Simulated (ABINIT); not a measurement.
# Diamond (Fd-3m, 2 atoms a cell): G0W0 in ABINIT against the screening cutoff in the self-energy

Wanted: the cheapest screening cutoff in the self-energy that holds the gap of Diamond (Fd-3m, 2 atoms a cell).

Program: ABINIT 10.8.3. Level of theory: LDA and many-body steps on it, plane waves. Results are calculated unless marked as measured.

## (1) Starting point

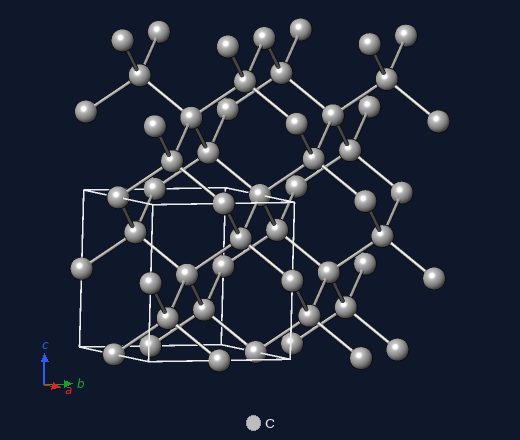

The starting structure, seen slightly off an axis (carbon light grey). 1×2×2 cells are drawn. This picture shows the conventional cell, with its axes. Some periodic images of atoms are drawn too.

Coordinates:

```cif
data_structure
_symmetry_space_group_name_H-M 'P 1'
_symmetry_Int_Tables_number 1
_cell_length_a 2.5221
_cell_length_b 2.5221
_cell_length_c 2.5221
_cell_angle_alpha 60.000
_cell_angle_beta 60.000
_cell_angle_gamma 60.000
_cell_volume 11.34
loop_
_atom_site_label
_atom_site_type_symbol
_atom_site_fract_x
_atom_site_fract_y
_atom_site_fract_z
_atom_site_occupancy
C1 C 0.00000 0.00000 0.00000 1
C2 C 0.25000 0.25000 0.25000 1
```

The cell and positions come from the Crystallography Open Database and are kept as given unless a step says otherwise.

## (2) Screening, 6×6×6 mesh, 76 bands, screening to 217.7 eV

This step: ABINIT 10.8.3; RPA screening on LDA, plane waves, norm-conserving pseudopotentials.

The RPA dielectric matrix is built and inverted for each q.

run.abi

```
acell 3*1.0 Angstrom
rprim 
  -0.000000000000 1.783370000000 1.783370000000
  1.783370000000 -0.000000000000 1.783370000000
  1.783370000000 1.783370000000 0.000000000000
ntypat 1
znucl 6
natom 2
typat 1 1
xred 
  -0.000000000000 0.000000000000 0.000000000000
  0.250000000000 0.250000000000 0.250000000000
pp_dirpath "pseudos"
pseudos "C.upf"
ecut 37
ngkpt 6 6 6
nshiftk 1
shiftk 0 0 0
kptopt 1
chksymbreak 0
istwfk *1
occopt 1
irdwfk 1
optdriver 3
nband 76
ecuteps 8
inclvkb 2
awtr 1
symchi 1
indata_prefix "in"
outdata_prefix "out"
tmpdata_prefix "tmp"
```

Command:

```
$ OMP_NUM_THREADS=1 mpirun -n 4 abinit run.abi > log
```

Log:

```text
.Version 10.8.3 of ABINIT. v10.8.2 released Aug 2026.

 Symmetries : space group Fd -3 m (#227); Bravais cF (face-center cubic)
[... echo of the input left out ...]
== DATASET  1 ==================================================================
-   mpi_nproc: 4, omp_nthreads: 1 (-1 if OMP is not activated)

--- !DatasetInfo
iteration_state: {dtset: 1, }
dimensions: {natom: 2, nkpt: 16, mband: 76, nsppol: 1, nspinor: 1, nspden: 1, mpw: 869, }
cutoff_energies: {ecut:  37.0, pawecutdg:  -1.0, }
electrons: {nelect:   8.00000000E+00, charge:   0.00000000E+00, occopt:   1.00000000E+00, tsmear:   1.00000000E-02, }

 SCREENING: Calculation of the susceptibility and dielectric matrices

 Based on a program developped by R.W. Godby, V. Olevano, G. Onida, and L. Reining.
 Incorporated in ABINIT by V. Olevano, G.-M. Rignanese, and M. Torrent.
.Using double precision arithmetic ; gwpc =  8

[... cell and pseudopotentials left out ...]
--------------------------------------------------------------------------------

 ==== K-mesh for the wavefunctions ====
 Number of points in the irreducible wedge :    16
[... list of points left out ...]
 Together with 48 symmetry operations and time-reversal symmetry
 yields   216 points in the full Brillouin Zone.

 ==== Q-mesh for the screening function ====
 Number of points in the irreducible wedge :    16
[... list of points left out ...]
 Together with 48 symmetry operations and time-reversal symmetry
 yields   216 points in the full Brillouin Zone.

 setmesh: FFT mesh size selected  =    20x   20x   20
          total number of points  =         8000

 vcoul_init : cutoff-mode = AUXILIARY_FUNCTION
 q-points for optical limit:   1
     1)      0.000010    0.000020    0.000030

- screening: taking advantage of time-reversal symmetry
- Maximum band index for partially occupied states nbvw = 4
- Remaining bands to be divided among processors   nbcw = 72
- Number of bands treated by each node ~18

 Number of electrons calculated from density =    8.0000; Expected =    8.0000
 average of density, n =  0.104505
 r_s =    1.3170
 omega_plasma =   31.1835 [eV]

 calculating chi0 at frequencies [eV] :
  1    0.000000E+00    0.000000E+00
  2    0.000000E+00    3.118352E+01

--------------------------------------------------------------------------------
  q-point number  1        q = ( 0.000000, 0.000000, 0.000000) [r.l.u.]
--------------------------------------------------------------------------------
[... chi0 elements left out ...]
 For q-point:  0.000010 0.000020 0.000030
  dielectric constant =   5.7990
  dielectric constant without local fields =   6.2259

  Average fulfillment of the sum rule on Im[epsilon] for q-point    1 :     92.35  [%]
[... wings left out ...]
  q-point number  2        q = ( 0.166667, 0.000000, 0.000000) [r.l.u.]
--------------------------------------------------------------------------------
[... chi0 elements left out ...]
  Average fulfillment of the sum rule on Im[epsilon] for q-point    2 :     98.61  [%]

 [... 14 further q-points ...]
```

It took 18 s on 4 MPI ranks of Arm Neoverse N1, shared host; peak memory 0.47 GiB.

This step gave:

* ε∞ with local fields, on this mesh, along the program's q direction: 5.799
* the same without local fields: 6.226
* plasma frequency: 31.18 eV
* plane waves in the screening matrix: 65

Local fields lower ε∞ by 7 %. On a Γ-centred mesh this coarse the value itself is usually too large, while a short band sum pulls it down.

## (3) 0.8 Ha

This step: G0W0 on LDA, plane waves, norm-conserving pseudopotentials.

Edit run.abi of step 2 so:

```diff
@@ -23,8 +23,17 @@
 irdwfk 1
-optdriver 3
+optdriver 4
 nband 76
-ecuteps 8
-inclvkb 2
-awtr 1
-symchi 1
+gwcalctyp 0
+ecutsigx 37
+symsigma 1
+nkptgw 2
+kptgw 
+  0.0000000000 0.0000000000 0.0000000000
+  0.3333333333 0.3333333333 0.0000000000
+bdgw 
+  2 7
+  3 6
+ecuteps 0.8
+irdscr 1
+ppmodel 1
 indata_prefix "in"
```

Log:

```text
.Version 10.8.3 of ABINIT. v10.8.2 released Aug 2026.

 Symmetries : space group Fd -3 m (#227); Bravais cF (face-center cubic)
[... echo of the input left out ...]
== DATASET  1 ==================================================================
-   mpi_nproc: 4, omp_nthreads: 1 (-1 if OMP is not activated)

--- !DatasetInfo
iteration_state: {dtset: 1, }
dimensions: {natom: 2, nkpt: 16, mband: 76, nsppol: 1, nspinor: 1, nspden: 1, mpw: 869, }
cutoff_energies: {ecut:  37.0, pawecutdg:  -1.0, }
electrons: {nelect:   8.00000000E+00, charge:   0.00000000E+00, occopt:   1.00000000E+00, tsmear:   1.00000000E-02, }

 SIGMA: Calculation of the GW corrections

 Based on a program developped by R.W. Godby, V. Olevano, G. Onida, and L. Reining.
 Incorporated in ABINIT by V. Olevano, G.-M. Rignanese, and M. Torrent.
.Using double precision arithmetic ; gwpc =  8

[... cell and pseudopotentials left out ...]
--------------------------------------------------------------------------------

 ==== K-mesh for the wavefunctions ====
 Number of points in the irreducible wedge :    16
[... list of points left out ...]
 Together with 48 symmetry operations and time-reversal symmetry
 yields   216 points in the full Brillouin Zone.

 ==== Q-mesh for screening function ====
 Number of points in the irreducible wedge :    16
[... list of points left out ...]
 Together with 48 symmetry operations and time-reversal symmetry
 yields   216 points in the full Brillouin Zone.

 vcoul_init : cutoff-mode = AUXILIARY_FUNCTION
 q-points for optical limit:   1
     1)      0.000010    0.000020    0.000030
 setmesh: FFT mesh size selected  =    32x   32x   32
          total number of points  =        32768

 Number of electrons calculated from density =    8.0000; Expected =    8.0000
 average of density, n =  0.104505
 r_s =    1.3170
 omega_plasma =   31.1835 [eV]

 === KS Band Gaps ===
  >>>> For spin  1
   Minimum direct gap =   5.5609 [eV], located at k-point      :   0.0000  0.0000  0.0000
   Fundamental gap    =   4.1619 [eV], Top of valence bands at :   0.0000  0.0000  0.0000
                                       Bottom of conduction at :   0.3333  0.3333  0.0000
 SIGMA fundamental parameters:
 PLASMON POLE MODEL  1
 number of plane-waves for SigmaX                  869
 number of plane-waves for SigmaC and W              1
 number of plane-waves for wavefunctions           869
 number of bands                                    76
 number of independent spin polarizations            1
 number of spinorial components                      1
 number of k-points in IBZ                          16
 number of q-points in IBZ                          16
 number of symmetry operations                      48
 number of k-points in BZ                          216
 number of q-points in BZ                          216
 number of frequencies for dSigma/dE                 9
 frequency step for dSigma/dE [eV]                0.25
 number of omega for Sigma on real axis              0
 max omega for Sigma on real axis  [eV]           0.00
 zcut for avoiding poles [eV]                     0.10

 EPSILON^-1 parameters (SCR file):
 dimension of the eps^-1 matrix on file             65
 dimension of the eps^-1 matrix used                 1
 number of plane-waves for wavefunctions           869
 number of bands                                    76
 number of q-points in IBZ                          16
 number of frequencies                               2
 number of real frequencies                          1
 number of imag frequencies                          1

 matrix elements of self-energy operator (all in [eV])

 Perturbative Calculation

--- !SelfEnergy_ee
iteration_state: {dtset: 1, }
kpoint     : [   0.000,    0.000,    0.000, ]
spin       : 1
KS_gap     :    5.561
QP_gap     :    7.896
Delta_QP_KS:    2.335
data: !SigmaeeData |
     Band     E0 <VxcDFT>   SigX SigC(E0)      Z dSigC/dE  Sig(E)    E-E0       E
        2  10.035 -16.825 -19.311   2.672   0.883  -0.133 -16.660   0.165  10.200
        3  10.035 -16.825 -19.311   2.672   0.883  -0.133 -16.660   0.165  10.200
        4  10.035 -16.825 -19.311   2.672   0.883  -0.133 -16.660   0.165  10.200
        5  15.596 -15.621  -9.487  -3.297   0.881  -0.135 -13.121   2.499  18.096
        6  15.596 -15.621  -9.487  -3.297   0.881  -0.135 -13.121   2.499  18.096
        7  15.596 -15.621  -9.487  -3.297   0.881  -0.135 -13.121   2.499  18.096

--- !SelfEnergy_ee
iteration_state: {dtset: 1, }
kpoint     : [   0.333,    0.333,    0.000, ]
spin       : 1
KS_gap     :    9.488
QP_gap     :   11.919
Delta_QP_KS:    2.431
data: !SigmaeeData |
     Band     E0 <VxcDFT>   SigX SigC(E0)      Z dSigC/dE  Sig(E)    E-E0       E
        3   4.709 -15.944 -20.324   3.744   0.869  -0.150 -16.497  -0.552   4.156
        4   4.709 -15.944 -20.324   3.744   0.869  -0.150 -16.497  -0.552   4.156
        5  14.197 -14.412  -8.811  -3.473   0.883  -0.133 -12.534   1.878  16.075
        6  17.756 -13.422  -7.015  -4.045   0.879  -0.138 -11.346   2.076  19.833

== END DATASET(S) ==============================================================
================================================================================

 -outvars: echo values of variables after computation  --------
           etotal      0.0000000000E+00
            nband          76
             nkpt          16
          spgroup         227
 [... the other variables as echoed above ...]

 Calculation completed.
```

The job ended after 2.9 s (4 MPI ranks; peak memory 0.12 GiB; 11 s of CPU time).

Numbers from this step:

```yaml
g0w0_gap_on_the_points_computed: 5.875 eV
starting_gap_on_the_mesh: 4.162 eV
k_of_the_valence_top: 0, 0, 0
k_of_the_conduction_bottom: 0.3333, 0.3333, 0
z_at_the_valence_top: 0.883
z_at_the_conduction_bottom: 0.883
least_direct_g0w0_gap_on_the_computed_points: 7.896 eV
```

## (4) 1.6 Ha

Edit run.abi of step 3 so:

```diff
@@ -35,3 +35,3 @@
   3 6
-ecuteps 0.8
+ecuteps 1.6
 irdscr 1
```

Log:

```text
.Version 10.8.3 of ABINIT. v10.8.2 released Aug 2026.

 Symmetries : space group Fd -3 m (#227); Bravais cF (face-center cubic)
[... echo of the input left out ...]
== DATASET  1 ==================================================================
-   mpi_nproc: 4, omp_nthreads: 1 (-1 if OMP is not activated)

--- !DatasetInfo
iteration_state: {dtset: 1, }
dimensions: {natom: 2, nkpt: 16, mband: 76, nsppol: 1, nspinor: 1, nspden: 1, mpw: 869, }
cutoff_energies: {ecut:  37.0, pawecutdg:  -1.0, }
electrons: {nelect:   8.00000000E+00, charge:   0.00000000E+00, occopt:   1.00000000E+00, tsmear:   1.00000000E-02, }

 SIGMA: Calculation of the GW corrections

 Based on a program developped by R.W. Godby, V. Olevano, G. Onida, and L. Reining.
 Incorporated in ABINIT by V. Olevano, G.-M. Rignanese, and M. Torrent.
.Using double precision arithmetic ; gwpc =  8

[... cell and pseudopotentials left out ...]
--------------------------------------------------------------------------------

 ==== K-mesh for the wavefunctions ====
 Number of points in the irreducible wedge :    16
[... list of points left out ...]
 Together with 48 symmetry operations and time-reversal symmetry
 yields   216 points in the full Brillouin Zone.

 ==== Q-mesh for screening function ====
 Number of points in the irreducible wedge :    16
[... list of points left out ...]
 Together with 48 symmetry operations and time-reversal symmetry
 yields   216 points in the full Brillouin Zone.

 vcoul_init : cutoff-mode = AUXILIARY_FUNCTION
 q-points for optical limit:   1
     1)      0.000010    0.000020    0.000030
 setmesh: FFT mesh size selected  =    32x   32x   32
          total number of points  =        32768

 Number of electrons calculated from density =    8.0000; Expected =    8.0000
[...]
number of omega for Sigma on real axis              0
 max omega for Sigma on real axis  [eV]           0.00
 zcut for avoiding poles [eV]                     0.10

 EPSILON^-1 parameters (SCR file):
 dimension of the eps^-1 matrix on file             65
 dimension of the eps^-1 matrix used                 9
 number of plane-waves for wavefunctions           869
 number of bands                                    76
 number of q-points in IBZ                          16
 number of frequencies                               2
 number of real frequencies                          1
 number of imag frequencies                          1

 matrix elements of self-energy operator (all in [eV])

 Perturbative Calculation

--- !SelfEnergy_ee
iteration_state: {dtset: 1, }
kpoint     : [   0.000,    0.000,    0.000, ]
spin       : 1
KS_gap     :    5.561
QP_gap     :    7.284
Delta_QP_KS:    1.724
data: !SigmaeeData |
     Band     E0 <VxcDFT>   SigX SigC(E0)      Z dSigC/dE  Sig(E)    E-E0       E
        2  10.035 -16.825 -19.311   2.505   0.854  -0.171 -16.808   0.016  10.052
        3  10.035 -16.825 -19.311   2.505   0.854  -0.171 -16.808   0.016  10.052
        4  10.035 -16.825 -19.311   2.505   0.854  -0.171 -16.808   0.016  10.052
[...]
--- !SelfEnergy_ee
iteration_state: {dtset: 1, }
kpoint     : [   0.333,    0.333,    0.000, ]
spin       : 1
KS_gap     :    9.488
QP_gap     :   11.156
Delta_QP_KS:    1.667
data: !SigmaeeData |
     Band     E0 <VxcDFT>   SigX SigC(E0)      Z dSigC/dE  Sig(E)    E-E0       E
[...]
5  14.197 -14.412  -8.811  -4.222   0.858  -0.165 -13.228   1.184  15.381
        6  17.756 -13.422  -7.015  -4.902   0.856  -0.168 -12.134   1.288  19.045

== END DATASET(S) ==============================================================
================================================================================

 -outvars: echo values of variables after computation  --------
           etotal      0.0000000000E+00
            nband          76
             nkpt          16
          spgroup         227
 [... the other variables as echoed above ...]

 Calculation completed.
```

It took 2.9 s on 4 MPI ranks; peak memory 0.12 GiB; 11 s of CPU time.

This step gave:

- G0W0 gap on the points computed: 5.329 eV
- starting gap on the mesh: 4.162 eV
- k of the valence top: 0, 0, 0
- k of the conduction bottom: 0.3333, 0.3333, 0
- Z at the valence top: 0.854
- Z at the conduction bottom: 0.858
- least direct G0W0 gap on the computed points: 7.284 eV

## (5) 2.8 Ha

The self-energy is evaluated for the states that the input lists, and the levels follow from it, in one-shot runs by the linearised quasiparticle equation.

Edit run.abi of step 4 so:

```diff
@@ -35,3 +35,3 @@
   3 6
-ecuteps 1.6
+ecuteps 2.8
 irdscr 1
```

Log:

```text
.Version 10.8.3 of ABINIT. v10.8.2 released Aug 2026.

 Symmetries : space group Fd -3 m (#227); Bravais cF (face-center cubic)
[... echo of the input left out ...]
== DATASET  1 ==================================================================
-   mpi_nproc: 4, omp_nthreads: 1 (-1 if OMP is not activated)

--- !DatasetInfo
iteration_state: {dtset: 1, }
dimensions: {natom: 2, nkpt: 16, mband: 76, nsppol: 1, nspinor: 1, nspden: 1, mpw: 869, }
cutoff_energies: {ecut:  37.0, pawecutdg:  -1.0, }
[...]
Band     E0 <VxcDFT>   SigX SigC(E0)      Z dSigC/dE  Sig(E)    E-E0       E
[...]
5  14.197 -14.412  -8.811  -4.441   0.848  -0.180 -13.428   0.984  15.181
        6  17.756 -13.422  -7.015  -5.245   0.847  -0.181 -12.438   0.984  18.740

== END DATASET(S) ==============================================================
================================================================================

 -outvars: echo values of variables after computation  --------
           etotal      0.0000000000E+00
            nband          76
             nkpt          16
          spgroup         227
 [... the other variables as echoed above ...]

 Calculation completed.
```

Elapsed: 2.9 s, on 4 MPI ranks; peak memory 0.12 GiB.

This step gave:

```
G0W0 gap on the points computed              : 5.384 eV
starting gap on the mesh                     : 4.162 eV
k of the valence top                         : 0, 0, 0
k of the conduction bottom                   : 0.3333, 0.3333, 0
least direct G0W0 gap on the computed points : 7.204 eV
```

The gap on the mesh goes from 4.16 eV to 5.38 eV, a correction of +1.22 eV.

## (6) 4 Ha

Edit run.abi of step 5 so:

```diff
@@ -35,3 +35,3 @@
   3 6
-ecuteps 2.8
+ecuteps 4
 irdscr 1
```

Log:

```text
.Version 10.8.3 of ABINIT. v10.8.2 released Aug 2026.

 Symmetries : space group Fd -3 m (#227); Bravais cF (face-center cubic)
[... echo of the input left out ...]
== DATASET  1 ==================================================================
-   mpi_nproc: 4, omp_nthreads: 1 (-1 if OMP is not activated)

--- !DatasetInfo
iteration_state: {dtset: 1, }
dimensions: {natom: 2, nkpt: 16, mband: 76, nsppol: 1, nspinor: 1, nspden: 1, mpw: 869, }
cutoff_energies: {ecut:  37.0, pawecutdg:  -1.0, }
[...]
Band     E0 <VxcDFT>   SigX SigC(E0)      Z dSigC/dE  Sig(E)    E-E0       E
[...]
5  14.197 -14.412  -8.811  -4.604   0.844  -0.185 -13.570   0.842  15.039
        6  17.756 -13.422  -7.015  -5.360   0.844  -0.185 -12.538   0.884  18.640

== END DATASET(S) ==============================================================
================================================================================

 -outvars: echo values of variables after computation  --------
           etotal      0.0000000000E+00
            nband          76
             nkpt          16
          spgroup         227
 [... the other variables as echoed above ...]

 Calculation completed.
```

Wall time 3.1 s (4 MPI ranks); peak memory 0.44 GiB.

Numbers from this step:

```yaml
g0w0_gap_on_the_points_computed: 5.419 eV
starting_gap_on_the_mesh: 4.162 eV
k_of_the_valence_top: 0, 0, 0
k_of_the_conduction_bottom: 0.3333, 0.3333, 0
least_direct_g0w0_gap_on_the_computed_points: 7.190 eV
```

Against the run before, the gap moves by +0.035 eV.

(Continued in part 2 of 2.)

[Paths, hosts, dates, memory and timing lines, banners, echoed tables and standing remarks are left out of the program output.]

[Logs are printed without paths, hosts, clocks, repeated set-up lines and the standing remarks that a program may print on its own settings, such as how far it seeks lower states.]

[Runs of the session that timed out or met a known fault of the program may be left out.]

[Hosts, paths, dates, database ids (printed as entryN), source tags and the programs' standing remarks are cut or masked in the printed files.]

[G0W0 gaps are taken among the corrected bands and points alone; a level outside them can change the order at an edge.]

[Where Ansatz stands beside ABINIT at settings called matched, ABINIT's density can come from a denser mesh and the files from another edition; pairs whose starting gaps differed by over 0.03 eV were left out, so agreement reads better than it is.]
